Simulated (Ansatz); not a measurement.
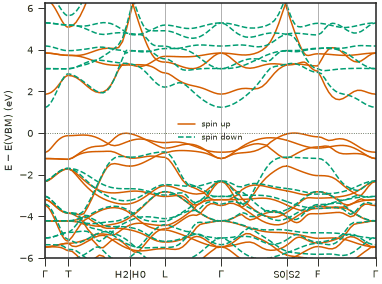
Fig. 1. Band structure from the program Ansatz at the r²SCAN level (PAW)

Problem. Read off the gap and where the band edges lie.

Solution. About 1.2 eV (1.24 eV by a search for the band edges); maximum on the S2–F line, 24 % of the way from S2, minimum at Γ.

Problem. Pick the material that matches.
(A) CrN, R-3m (Cr on 3a, N on 3b)
(B) GaGeTe, R-3m (Ga on 6c, Ge on 6c, Te on 6c)
(C) ScTlTe2, R-3m (Sc on 3a, Tl on 3b, Te on 6c)
(D) CrAgO2, R-3m (Cr on 3b, Ag on 3a, O on 6c)

Solution. D, CrAgO2, R-3m (Cr on 3b, Ag on 3a, O on 6c)

The workflow started from a Materials Project entry (that database holds measured and hypothetical structures alike); the Crystallography Open Database files this formula in space group No. 166, but the cells were not matched. Whether it is the stable phase at ambient conditions was not checked. The r²SCAN relaxation kept the symmetry of its start; whether a distortion lowers the energy is not shown. Magnetic state: ferromagnetic, the only order run, not a proven ground state. Other orbital occupations within this spin state were not tried. No Hubbard U is applied. Scalar-relativistic: spin–orbit coupling is off unless named, which matters more the heavier the elements.

Potentials: the later of the program's two PAW sets.
